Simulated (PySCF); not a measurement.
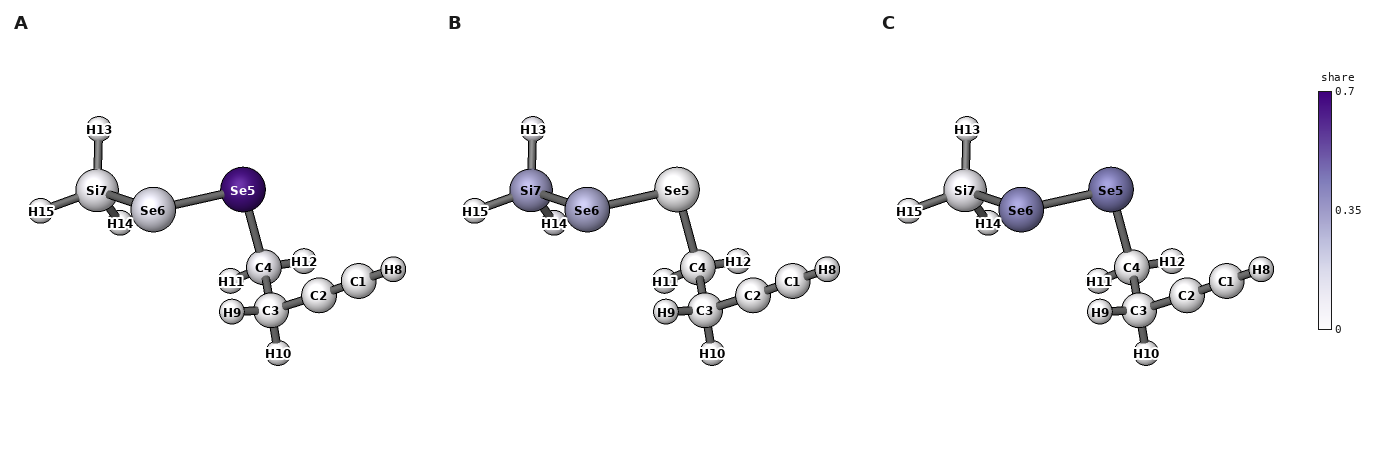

Each panel colours the atoms by their Löwdin share in one orbital (up to four of the largest shares; other atoms are shown as zero). The geometry was computed by an optimisation with GFN2-xTB. No frequency run is at hand to confirm it as a minimum. Method: B3LYP/def2-SVPD (PySCF 2.14.0).

> The panels show the HOMO, LUMO, LUMO+1, in some order. Which is which?

A: HOMO, −6.29 eV; Se5 0.66, Se6 0.13, C4 0.07, Si7 0.06
B: LUMO+1, −0.52 eV; Si7 0.34, Se6 0.31, H14 0.09, H13 0.09
C: LUMO, −1.67 eV; Se5 0.43, Se6 0.40, Si7 0.07

The geometry is semi-empirical. Around Se, Si such bond lengths and angles can be off by a tenth of an ångström or more and by several degrees, and values that hang on the shape move with them.
